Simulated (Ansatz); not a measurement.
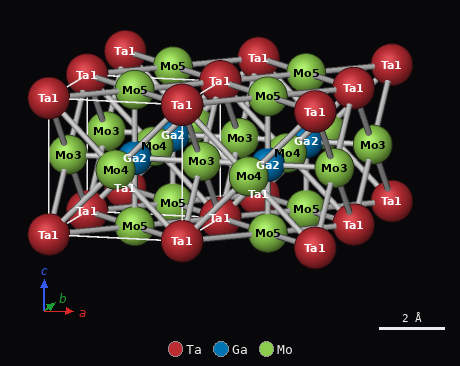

This is the input geometry for a relaxation of crystalline TaGaMo3 (a generated structure, set up in Pm-3m) (coarse preliminary run). The picture is a ball-and-stick view of the cell of the calculation, repeated 2 × 2 × 1 with one cell outlined, seen slightly off an axis.

All numbers below come from DFT PBE, scalar-relativistic, plane waves, PAW (Ansatz).

The input:
```yaml
crystal:
  lattice:
    - [4.31032456, 0.0, 0.0]
    - [0.0, 4.31032456, 0.0]
    - [0.0, 0.0, 4.31032456]
  atoms:
    - { symbol: Ta, position: [0.0, 0.0, 0.0] }
    - { symbol: Ga, position: [0.5, 0.5, 0.5] }
    - { symbol: Mo, position: [0.0, 0.5, 0.5] }
    - { symbol: Mo, position: [0.5, 0.0, 0.5] }
    - { symbol: Mo, position: [0.5, 0.5, 0.0] }
basis:
  ecutwfc: 420
kpoints:
  mp_grid: { grid: [4, 4, 4] }
hamiltonian:
  xc: pbe
scf:
  occupations: { method: gaussian, width: 0.1 }
  lower_state_search: "off"
output:
  forces: true
  stress: true
  eigenvalues: true
relax:
  adjacent_minimum: "off"
  f_tol: 0.04
  max_steps: 70
  cell: { stress_tol: 0.4 }
```

Run as
```bash
ansatz run input.yaml --threads 1 --pin off --max-ram 2560MiB --backend cpu --events-out ev --progress --plain --runs-dir out
```

Where does the relaxation end?

Answer. The atoms keep their places relative to the cell (all moves are under 0.005 Å). The drawn cell changes as follows: a = b = c 4.310 → 4.552 Å (+5.6 %); the volume changes by +17.8 %. Some distances before and after: Ta1–Mo3 3.048 → 3.219 Å, Mo3–Mo4 3.048 → 3.219 Å, Ga2–Mo3 2.155 → 2.276 Å. The space group stays Pm-3m (No. 221). The energy falls by 303 meV per atom in 3 accepted moves (4 points after the start). All forces vanish by symmetry, so only the cell relaxes. Pressure: 39.37 GPa at the start and 0.09 GPa at the end. At 1 point the geometry stayed and the basis and grid were re-selected for the new cell (energy shift of 1.5 meV per atom at most each time). Cost: 16 s on 1 thread of Intel(R) Xeon(R) Platinum 8259CL CPU @ 2.50GHz (Skylake/Cascade Lake), on a shared host, peak memory 0.43 GiB.

Final geometry:

```
Ta Ga Mo
1.0
     4.55203    0.00000    0.00000
     0.00000    4.55203    0.00000
     0.00000    0.00000    4.55203
Ta Ga Mo
1 1 3
Direct
  0.00000 0.00000 0.00000
  0.50000 0.50000 0.50000
  0.00000 0.50000 0.50000
  0.50000 0.00000 0.50000
  0.50000 0.50000 0.00000
```

After the run, drawn alike:

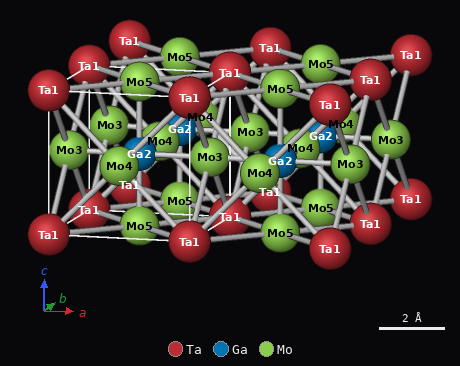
